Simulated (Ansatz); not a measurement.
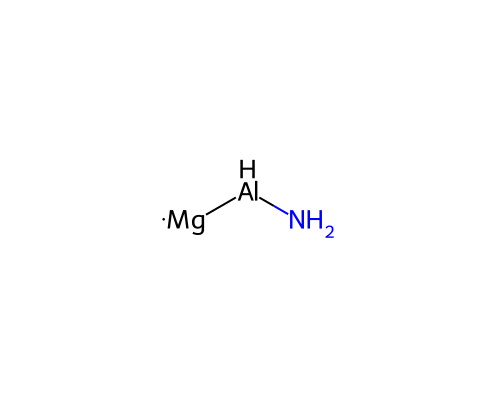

Simulated data, not a measurement (program: Ansatz).

2D structure. State: neutral, doublet.

**Give its SMILES.**

[NH2][AlH][Mg]

**What is the molecular formula?**

AlH3MgN.

**An optimisation with PBE0-D4/def2-TZVP gave a structure of which point group?**

Cs.
